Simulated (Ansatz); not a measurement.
# BrFH3PSi: rigid scan of one bond length

How does the energy of BrFH3PSi change as one bond is stretched? A script is to give a rigid scan of one bond length; the system is BrFH3PSi. SMILES: F[SiH](P)Br.

Computed with Ansatz 0.2.0, driven from Python. Level of theory: B3LYP/def2-SVP.

### 1 The structure

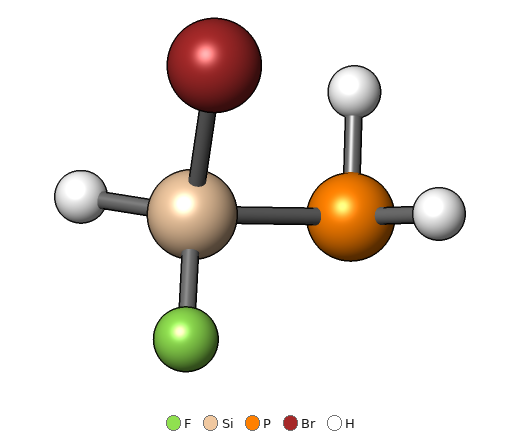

The structure that the script starts from, seen from a chosen angle (fluorine green, silicon light orange, phosphorus orange, bromine red, hydrogen white).

Input file brfh3psi.xyz:

```xyz
7

F    -1.39830   -0.21520    1.57870
Si   -0.74590   -0.35120    0.12270
P     1.45600   -0.23870    0.30790
Br   -1.42540    1.32730   -1.14380
H    -1.13780   -1.64270   -0.49290
H     1.73000   -0.00150   -1.05820
H     1.52150    1.12190    0.68550
```

### 2 The script

Input file brfh3psi_scan.py:

```python
"""Stretching a bond of BrFH3PSi, the rest held rigid."""

import ansatz as az
import matplotlib.pyplot as plt
import numpy as np


def main() -> None:
    mol = az.Crystal.molecule_from_extxyz("brfh3psi.xyz")

    symbols = [site.symbol for site in mol.cartesian_sites]
    start = np.array([site.position_ang for site in mol.cartesian_sites])
    axis = (start[2] - start[1]) / np.linalg.norm(start[2] - start[1])
    moving = [2, 5, 6]
    lengths, energies = [1.947, 2.036, 2.124, 2.213, 2.301, 2.39, 2.478, 2.611], []
    for length in lengths:
        xyz = start.copy()
        xyz[moving] += (length - np.linalg.norm(start[2] - start[1])) * axis
        point = az.Crystal.molecule()
        for symbol, place in zip(symbols, xyz):
            point = point.atom(symbol, place.tolist())
        calculation = point.calculation().basis(gaussian="def2-SVP").functional("b3lyp")
        data = calculation.run(threads=1).report
        energies.append(data["free_energy_ev"])
        print(f"r = {length:6.3f} A  E = {energies[-1]:.5f} eV  <S^2> = {abs(data['mean_field']['state']['spin_squared']):.3f}")

    # quartic fit about the minimum
    fit = np.polynomial.Polynomial.fit(lengths, np.array(energies) - min(energies), 4).convert()
    roots = [r.real for r in fit.deriv().roots() if abs(r.imag) < 1e-9 and fit.deriv(2)(r.real) > 0]
    r_e = min(roots, key=lambda r: abs(r - lengths[int(np.argmin(energies))]))
    print(f"minimum of the fit at {r_e:.4f} A, force constant {fit.deriv(2)(r_e):.2f} eV/A^2")
    plt.figure(figsize=(4.5, 3))
    plt.plot(lengths, np.array(energies) - min(energies), "o-")
    plt.xlabel("bond length (A)")
    plt.ylabel("E - E(min) (eV)")
    plt.tight_layout()
    plt.savefig("scan.png", dpi=100)


if __name__ == "__main__":
    main()
```

### 3 What the engine is handed

The package turns the script's settings into the engine's input (first run):

```yaml
crystal:
  periodic: [false, false, false]
  atoms:
    - { symbol: F, position_ang: [-1.3983, -0.2152, 1.5787] }
    - { symbol: Si, position_ang: [-0.7459, -0.3512, 0.1227] }
    - { symbol: P, position_ang: [1.191739809556931, -0.2522016446817954, 0.28567329248827994] }
    - { symbol: Br, position_ang: [-1.4254, 1.3273, -1.1438] }
    - { symbol: H, position_ang: [-1.1378, -1.6427, -0.4929] }
    - { symbol: H, position_ang: [1.465739809556931, -0.015001644681795394, -1.08042670751172] }
    - { symbol: H, position_ang: [1.257239809556931, 1.1083983553182044, 0.6632732924882799] }
basis:
  gaussian:
    orbitals: def2-SVP
hamiltonian:
  xc: b3lyp
```

### 4 Running it

On the command line:

```sh
> python brfh3psi_scan.py
```

Without the output at hand: what should come out? Wanted: range of energy; lowest point, distance.

As calculated:

| quantity | value |
| --- | --- |
| bond length at the fit's minimum | 2.2671 Å |
| runs compared | 8 |
| range of energy | 0.946 eV |
| lowest point, distance (Å) | 2.30 |

**Reading.** The curve has its lowest point inside the range, at 2.30. The ends stand 0.946 and 0.439 eV above it. The distance scanned is the script's pair 1, 2. Caveats:
- The rest of the molecule is held rigid at a force-field or estimated start geometry, and the basis set is modest; single-reference methods fail as a bond breaks.
- b3lyp holds the VWN-RPA fit, as in Gaussian; the form of ORCA and Turbomole is b3lyp5.
- The orbitals are restricted, so S² is zero by construction.
